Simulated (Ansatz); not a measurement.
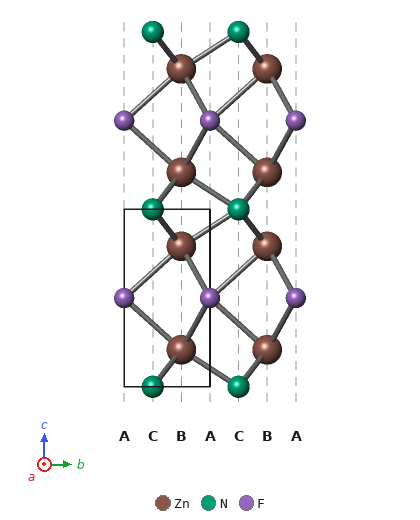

Projection along an edge of the hexagonal mesh, stacking direction c upwards. The dashed lines mark the three columns A (0, 0), B (1/3, 2/3) and C (2/3, 1/3). The sequence starts with the first layer at or above the cell's origin.

The compound is Zn₂NF (space group P-6m2, No. 187), taken as the end point of a relaxation with Ansatz, DFT PBE, scalar-relativistic, plane waves, PAW; the starting structure was generated, so it need not be a known form of this composition.

Question: Read off the stacking sequence over one period.

Answer: N(C) – Zn(B) – F(A) – Zn(B) (four layers in 5.56 Å).

Question: How are the F and N layers alone stacked?

Answer: F and N layers alone: CA, the hexagonal close-packed type.

Question: Which positions between or in the F and N layers do the other atoms fill?

Answer: Zn: two octahedral sites, counted in one hexagonal cell.

Heights of the layers:

```json
{"layer": "1", "atoms (column)": "N(C)", "height (Å)": "0.00", "to next (Å)": "1.16"}
{"layer": "2", "atoms (column)": "Zn(B)", "height (Å)": "1.16", "to next (Å)": "1.62"}
{"layer": "3", "atoms (column)": "F(A)", "height (Å)": "2.78", "to next (Å)": "1.62"}
{"layer": "4", "atoms (column)": "Zn(B)", "height (Å)": "4.40", "to next (Å)": "1.16"}
```
